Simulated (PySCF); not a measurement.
SMILES CC[CH]CCCC (C7H15), doublet at its GFN2-xTB optimised geometry (Å):

```
22

C      0.4495     2.7602     3.0483
C     -0.3963     1.4790     3.1356
C      0.2716     0.3167     2.5097
C     -0.2454    -0.3376     1.2911
C      0.2568     0.3509     0.0000
C     -0.2562    -0.3502    -1.2539
C      0.2350     0.3351    -2.5236
H      0.6247     3.0281     2.0092
H      1.4124     2.6099     3.5306
H     -0.0607     3.5854     3.5402
H     -1.3653     1.6512     2.6625
H     -0.5751     1.2783     4.2007
H      1.2619     0.0629     2.8511
H      0.0754    -1.3828     1.2594
H     -1.3388    -0.3115     1.2838
H      1.3487     0.3509     0.0000
H     -0.0783     1.3899     0.0000
H      0.0794    -1.3899    -1.2496
H     -1.3487    -0.3552    -1.2437
H      1.3223     0.3341    -2.5615
H     -0.1397    -0.1791    -3.4057
H     -0.1068     1.3675    -2.5570
```

Method: unrestricted PBE0/def2-SVP run with PySCF 2.14.0. Cells within 0.4 Å of a nucleus heavier than hydrogen are left out (blank, or x).

Map of the deformation density (molecule minus spherical neutral atoms) (e/bohr³) on the plane z = 0.0 Å:

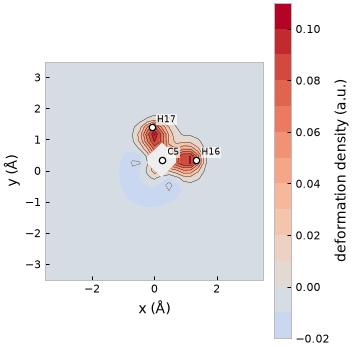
Figure. Deformation density (molecule minus spherical neutral atoms) (e/bohr³) on the plane z = 0.0 Å.
